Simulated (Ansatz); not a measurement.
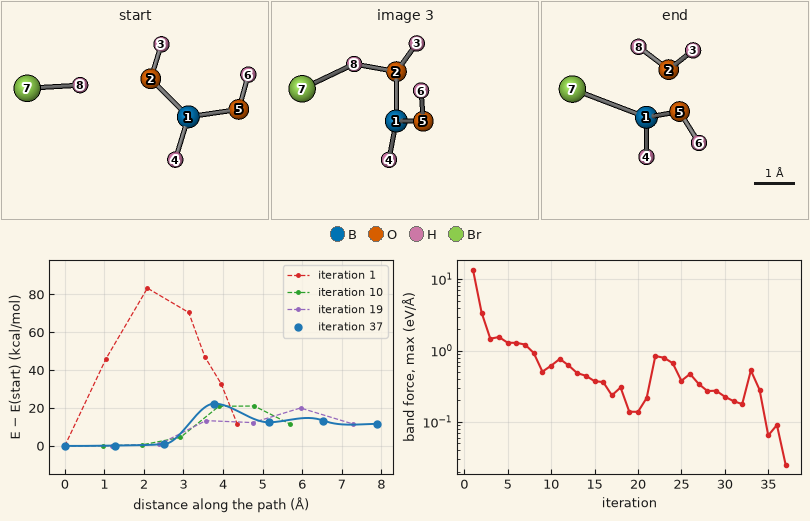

A nudged-elastic-band calculation for BH₄O₂Br. Images are numbered from 0 (start) to 6 (end). The plot follows the band through its iterations. A ball-and-stick model, seen at a tilt.

The calculation used RKS B3LYP-D4/def2-SVP (Ansatz). Run with 5 movable images; climbing image; force threshold 0.03 eV/Å; iteration limit 60; starting path through a guess of the saddle point.

> How did the profile develop, and is the result final?

The run is converged, with reservations. The band converged in 37 iterations. The largest component of the band force went from 14 to 0.025 eV/Å. The climbing image converged on the top of the path. Its vibrational analysis gives one imaginary mode (566i cm⁻¹), as a transition state must have. The first iteration put the highest image at 83.3 kcal/mol. The highest point, image 3, lies 22.3 kcal/mol above the start and 10.7 kcal/mol above the end; the end is at +11.6 kcal/mol relative to the start. The profile has 2 maxima (images 3, 5) with a dip at image 4 (+12.5 kcal/mol), so the process runs in steps.

The run took 14 min on 2 threads of AMD EPYC (Zen 3) (shared host), peak memory 0.21 GiB.
